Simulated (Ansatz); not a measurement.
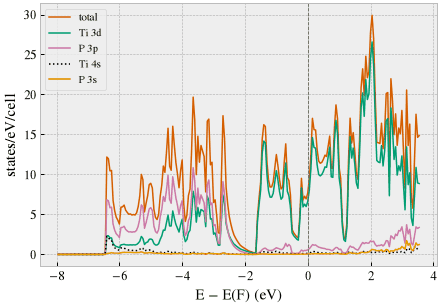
Figure: Total and projected density of states of Ti$_{4}$P$_{3}$ in space group I-43d (No. 220; P on 12a, Ti on 16c), LDA (plane waves, PAW; program Ansatz)

Question: Which orbitals carry the states next to the Fermi level?

Answer: Within 0.5 eV of the Fermi level: Ti 3d 86 %, P 3p 7 %. Projections are on Löwdin-orthogonalised atomic valence shells; empty p or d shells of many metals are not among them.

Question: Where is the tallest occupied peak in this window, and what makes it?

Answer: Near -3.6 eV, about 20 states/eV per cell; the largest projected share is P 3p.

The workflow started from an entry of the Crystallography Open Database (COD). Its standing as an ambient phase is unchecked. The LDA relaxation kept the symmetry of its start; of distortions, only those at the zone centre were tested. No spin polarisation was allowed.

Potentials: the later of the program's two PAW sets.
